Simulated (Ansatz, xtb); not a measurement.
Redistribution: C2H3Cl + C2H2FI → C2H3I + C2H2ClF

Gas-phase species: C2H3Cl `C=CCl`, singlet; C2H2FI `F/C=C/I`, singlet; C2H3I `C=CI`, singlet; C2H2ClF (1-chloro-2-fluoroethylene) `F/C=C/Cl`, singlet. The partners trade Cl for I; both sit on C, so the bond types are kept.

Shapes, held fixed at every level: PBE0-D4/def2-TZVP. Programs: Ansatz 0.2.0, xtb 6.7.1. The zero-point and thermal change to 298 K, harmonic and unscaled (PBE0-D4/def2-TZVP), is -0.2 kJ/mol.

```json
{"level": "GFN1-xTB", "kind": "semi-empirical", "ΔH(298 K) (kJ/mol)": "+9.9", "less CCSD(T)/def2-TZVPP": "+3.0"}
{"level": "HF/def2-SVP", "kind": "Hartree–Fock", "ΔH(298 K) (kJ/mol)": "+4.9", "less CCSD(T)/def2-TZVPP": "-2.0"}
{"level": "SPW92/def2-TZVPP", "kind": "LDA", "ΔH(298 K) (kJ/mol)": "+6.9", "less CCSD(T)/def2-TZVPP": "0.0"}
{"level": "r2SCAN-D4/def2-TZVPP", "kind": "meta-GGA", "ΔH(298 K) (kJ/mol)": "+7.2", "less CCSD(T)/def2-TZVPP": "+0.3"}
{"level": "B3LYP-D4/def2-TZVPP", "kind": "global hybrid", "ΔH(298 K) (kJ/mol)": "+6.8", "less CCSD(T)/def2-TZVPP": "-0.1"}
{"level": "BHLYP-D4/def2-TZVPP", "kind": "global hybrid", "ΔH(298 K) (kJ/mol)": "+6.8", "less CCSD(T)/def2-TZVPP": "-0.1"}
{"level": "PBE0-D4/def2-TZVPP", "kind": "global hybrid", "ΔH(298 K) (kJ/mol)": "+6.9", "less CCSD(T)/def2-TZVPP": "0.0"}
{"level": "MP2/def2-SVP", "kind": "perturbation theory", "ΔH(298 K) (kJ/mol)": "+5.2", "less CCSD(T)/def2-TZVPP": "-1.7"}
{"level": "CCSD(T)/def2-TZVPP", "kind": "coupled cluster or CI", "ΔH(298 K) (kJ/mol)": "+6.9", "less CCSD(T)/def2-TZVPP": "0.0"}
```

The highest level, CCSD(T)/def2-TZVPP, gives ΔH(298 K) = +6.9 kJ/mol; the levels span +4.9 to +9.9. The column of differences is taken from that level and isn't an error. No measured value is set beside it here. For atoms past krypton def2 sets carry core potentials with scalar relativity. Outer-core shells of I are correlated, in sets that cover them unevenly.

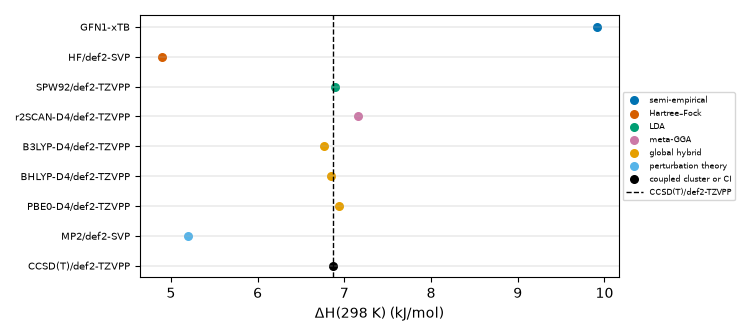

The values of the table, level by level.
